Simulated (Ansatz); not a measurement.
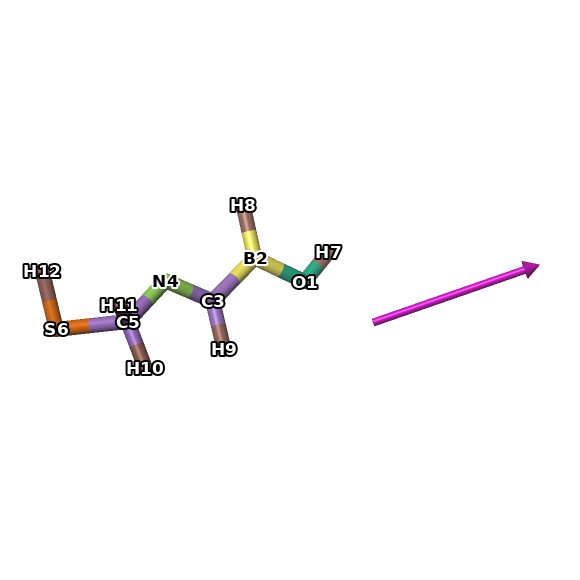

The arrow beside the molecule shows the direction of the dipole moment, from the negative to the positive end (its length means nothing). Computed geometry: PBE-D4/def2-SVP optimisation. No frequency run is at hand to confirm it as a minimum. Level of theory: RKS PBE-D4/def2-SVP (Ansatz 0.2.0).

Q: How large is the dipole moment?

A: 2.01 D; it points from the side of S6, H12 to the side of H7 (the outermost atoms at the two ends).
